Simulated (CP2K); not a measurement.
# AlHSCl2 (SMILES [SH][Al]([Cl])[Cl]) at AM1

Aim: the vertical ionisation energy of AlHSCl2 at AM1, from 2 runs. 

The calculation is run with CP2K 2026.2.

4 further runs of the same task are left out: 1 that didn't finish, 3 set aside as unsound or not needed.

## (1) Starting point

AlHSCl2: 5 atoms, total charge 0, spin state singlet. SMILES: `[SH][Al]([Cl])[Cl]`. The shape comes from GFN2-xTB, which is rough for such elements, and wasn't checked as a minimum.

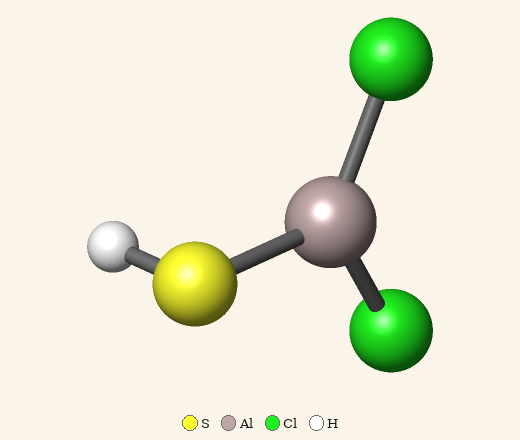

Viewed from a chosen angle; sulfur yellow, aluminium light grey, chlorine green, hydrogen white.

## (2) A single-point energy at AM1

The input, mol.inp:

```
&GLOBAL
  PROJECT_NAME mol
  RUN_TYPE ENERGY
  PRINT_LEVEL MEDIUM
&END GLOBAL
&FORCE_EVAL
  METHOD QS
  &DFT
    CHARGE 0
    MULTIPLICITY 1
    &QS
      METHOD AM1
      EPS_DEFAULT 1.0E-10
      &SE
        &COULOMB
          CUTOFF [angstrom] 50
          RC_RANGE [angstrom] 0
        &END COULOMB
        &EXCHANGE
          CUTOFF [angstrom] 50
          RC_RANGE [angstrom] 0
        &END EXCHANGE
      &END SE
    &END QS
    &POISSON
      PERIODIC NONE
      POISSON_SOLVER ANALYTIC
    &END POISSON
    &SCF
      SCF_GUESS ATOMIC
      EPS_SCF 1.0E-06
      MAX_SCF 50
      &OT ON
        MINIMIZER DIIS
        PRECONDITIONER FULL_ALL
      &END OT
      &OUTER_SCF
        EPS_SCF 1.0E-06
        MAX_SCF 10
      &END OUTER_SCF
    &END SCF
    &PRINT
      &MOMENTS
        PERIODIC F
        REFERENCE COM
        MAX_MOMENT 1
      &END MOMENTS
      &MO_CUBES
        NLUMO 1
        NHOMO -1
        WRITE_CUBE F
      &END MO_CUBES
      &HIRSHFELD OFF
      &END HIRSHFELD
    &END PRINT
  &END DFT
  &SUBSYS
    &CELL
      ABC [angstrom] 12.5 13.6 12.7
      PERIODIC NONE
    &END CELL
    &COORD
      S      0.020100     1.658660    -0.492690
      Al     0.263300    -0.494930    -0.063940
      Cl     1.449090    -1.053340     1.486740
      Cl    -0.695950    -1.839840    -1.244850
      H     -1.036530     1.729450     0.314750
    &END COORD
    &TOPOLOGY
      &CENTER_COORDINATES
      &END CENTER_COORDINATES
    &END TOPOLOGY
  &END SUBSYS
&END FORCE_EVAL
```

The run is started by

```
$ OMP_NUM_THREADS=1 cp2k.psmp -i mol.inp > mol.out 2>&1
```

Output:

```text
CP2K| version string:                                       CP2K version 2026.2
[...]
 GLOBAL| Method name                                                        CP2K
[...]
 GLOBAL| Run type                                                         ENERGY
[...]
                             - Atoms:                                          5
[...]
                             - Spherical basis functions:                     17
[...]
 Number of electrons:                                                         24
[...]
     1 OT DIIS     0.15E+00    0.0     0.26305489       -35.0224283302 -3.50E+01
[...]
    34 OT DIIS     0.15E+00    0.0     0.00000099       -37.0679681705 -4.76E-11
  *** SCF run converged in    34 steps ***
  Core-core repulsion energy [eV]:                            978.90153029530484
  Core Hamiltonian energy [eV]:                             -1651.20095155576837
  Two-electron integral energy [eV]:                         -672.74257881808944
  Electronic energy [eV]:                                   -1987.57224096481286
  Total energy [eV]:                                        -1008.67071066950825
  Atomic reference energy [eV]:                              1005.04629261091577
  Heat of formation [kcal/mol]:                               -83.58107262508393
[...]
 SE_DIPOLE| Moment [Debye]          1.09209539       0.40122443      -0.97200396
 SE_DIPOLE| Derivative [a.u.]       0.00000000       0.00000000       0.00000000
 *** WARNING in qs_scf_post_se.F:140 :: Printing of MO cube files not ***
 *** implemented for Semi-Empirical method.                           ***
 ENERGY| Total FORCE_EVAL ( QS ) energy [hartree]            -37.067968170478757
[...]
```

Run time: 0.72 s. Hardware: 1 thread of Arm Neoverse N1, shared host; peak memory 0.14 GiB.

## (3) The doublet cation, same level

The input, run.inp:

```
&GLOBAL
  PROJECT run
  RUN_TYPE ENERGY
  PRINT_LEVEL MEDIUM
&END GLOBAL
&FORCE_EVAL
  METHOD QS
  &DFT
    CHARGE 1
    MULTIPLICITY 2
    UKS T
    &QS
      METHOD AM1
      EPS_DEFAULT 1.0E-10
      &SE
        &COULOMB
          CUTOFF [angstrom] 50
          RC_RANGE [angstrom] 0
        &END COULOMB
        &EXCHANGE
          CUTOFF [angstrom] 50
          RC_RANGE [angstrom] 0
        &END EXCHANGE
      &END SE
    &END QS
    &POISSON
      PERIODIC NONE
      POISSON_SOLVER ANALYTIC
    &END POISSON
    &SCF
      SCF_GUESS ATOMIC
      EPS_SCF 1.0E-06
      MAX_SCF 50
      &OT
        MINIMIZER DIIS
        PRECONDITIONER FULL_ALL
      &END OT
      &OUTER_SCF
        EPS_SCF 1.0E-06
        MAX_SCF 5
      &END OUTER_SCF
    &END SCF
    &PRINT
      &MOMENTS
        PERIODIC F
        REFERENCE COM
        MAX_MOMENT 1
      &END MOMENTS
      &MO_CUBES
        NLUMO 1
        NHOMO -1
        WRITE_CUBE F
      &END MO_CUBES
      &HIRSHFELD OFF
      &END HIRSHFELD
    &END PRINT
  &END DFT
  &SUBSYS
    &CELL
      ABC 12.5 13.6 12.7
      PERIODIC NONE
    &END CELL
    &COORD
      S      0.020100     1.658660    -0.492690
      Al     0.263300    -0.494930    -0.063940
      Cl     1.449090    -1.053340     1.486740
      Cl    -0.695950    -1.839840    -1.244850
      H     -1.036530     1.729450     0.314750
    &END COORD
    &TOPOLOGY
      &CENTER_COORDINATES
      &END CENTER_COORDINATES
    &END TOPOLOGY
  &END SUBSYS
&END FORCE_EVAL
```

The run is started by

```
$ OMP_NUM_THREADS=1 cp2k.psmp -i run.inp > run.out 2>&1
```

Output:

```text
CP2K| version string:                                       CP2K version 2026.2
[...]
 GLOBAL| Method name                                                        CP2K
[...]
 GLOBAL| Run type                                                         ENERGY
[...]
                             - Atoms:                                          5
[...]
                             - Spherical basis functions:                     17
[...]
 Number of electrons:                                                         12
[...]
     1 OT DIIS     0.15E+00    0.0     0.16234949       -34.3968897261 -3.44E+01
[...]
     3 OT DIIS     0.15E+00    0.0     0.00000079       -36.7218246257 -6.41E-10
  *** SCF run converged in     3 steps ***
  Core-core repulsion energy [eV]:                            978.90153029530484
  Core Hamiltonian energy [eV]:                             -1590.45767257478406
  Two-electron integral energy [eV]:                         -775.39104704643989
  Electronic energy [eV]:                                   -1978.15319609800395
  Total energy [eV]:                                         -999.25166580269922
  Atomic reference energy [eV]:                              1005.04629261091577
  Heat of formation [kcal/mol]:                               133.62727926614554
[...]
 SE_DIPOLE| Moment [Debye]          1.78417432      -6.66321962       0.51720366
 SE_DIPOLE| Derivative [a.u.]       0.00000000       0.00000000       0.00000000
 *** WARNING in qs_scf_post_se.F:140 :: Printing of MO cube files not ***
 *** implemented for Semi-Empirical method.                           ***
 ENERGY| Total FORCE_EVAL ( QS ) energy [hartree]            -36.721824625686580
[...]
```

Wall time 1.5 s (1 thread of Arm Neoverse N1, shared host); peak memory 0.14 GiB.

## (4) Results

At AM1:

```
                                          quantity           value
                     singlet AlHSCl2: total energy    -37.06797 Eh
                    singlet AlHSCl2: dipole moment          1.52 D
                singlet AlHSCl2: heat of formation  -83.6 kcal/mol
                      doublet cation: total energy    -36.72182 Eh
                 doublet cation: heat of formation  133.6 kcal/mol
vertical ionisation energy (to the doublet cation)        9.419 eV
```

Removing an electron at fixed nuclei costs 9.42 eV (909 kJ/mol).
